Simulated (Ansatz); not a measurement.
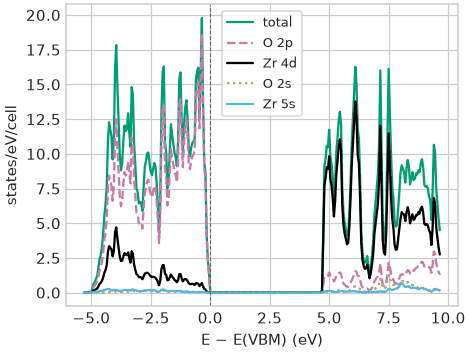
Fig. 1. Total and projected density of states of ZrO2 in space group Pnma (No. 62; Zr on 4c, O on 4c, O on 4c), the program Ansatz at the r²SCAN level (PAW)

Problem. Which orbitals carry the states next to the gap?

Solution. Top 1 eV of the valence band: O 2p 93 %. Bottom 1 eV of the conduction band: Zr 4d 84 %, O 2p 12 %. Projections are on Löwdin-orthogonalised atomic valence shells; empty p or d shells of many metals are not among them.

Problem. Where is the tallest occupied peak in this window, and what makes it?

Solution. Near -0.4 eV, about 20 states/eV per cell; the largest projected share is O 2p.

The workflow started from a Materials Project entry (that database holds measured and hypothetical structures alike); the Crystallography Open Database copy checked does not list it. It is not the phase usual at ambient conditions (space group No. 14). Symmetry was held in the r²SCAN relaxation; its stability against distortions is not shown here. The run is not spin-polarised. Scalar-relativistic: spin–orbit coupling is off unless named, which matters more the heavier the elements.

Potentials: the later of the program's two PAW sets.
